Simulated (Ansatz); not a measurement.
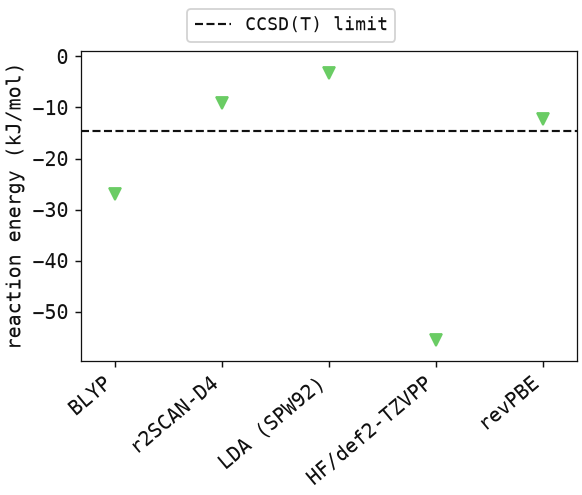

Electronic reaction energy of SnSi₂H₈O (O[SiH2][SiH2][SnH3]) + H₂ ([H][H]) → SnSiH₆ ([SiH3][SnH3]) + SiH₄O (O[SiH3]) (SMILES in brackets) at several levels (functionals in def2-TZVPP unless a basis is named), isolated molecules at PBE0-D4 triple-zeta geometries, minima by their frequencies, no zero-point or thermal terms, the Ansatz code 0.2.0. The line is frozen-core CCSD(T) at the basis limit (MP2 extrapolated from triple and quadruple zeta, plus CCSD(T) less MP2 in a smaller set). No dispersion term is added to BLYP and revPBE. Core potentials past Kr. The limit lies 5.3 kJ/mol from CCSD(T)/def2-TZVPP, so the line itself is uncertain by a part of that.

Which level comes closest to the line (CCSD(T) limit), and which misses most?

Answer. Closest revPBE (−12.2 kJ/mol), against −14.6 kJ/mol; farthest HF/def2-TZVPP (−55.6 kJ/mol).

Give the values.

Answer.
| level | kJ/mol | less CCSD(T) limit |
| --- | --- | --- |
| BLYP | −26.9 | −12.3 |
| r2SCAN-D4 | −9.1 | 5.5 |
| LDA (SPW92) | −3.2 | 11.4 |
| HF/def2-TZVPP | −55.6 | −41.0 |
| revPBE | −12.2 | 2.4 |
| CCSD(T) limit | −14.6 | 0.0 |

Note: outer-core shells are correlated without core-valence functions, which makes the correlated values less sure; spin-orbit coupling is left out, and with Sn it can shift these values; one conformer of each flexible molecule.
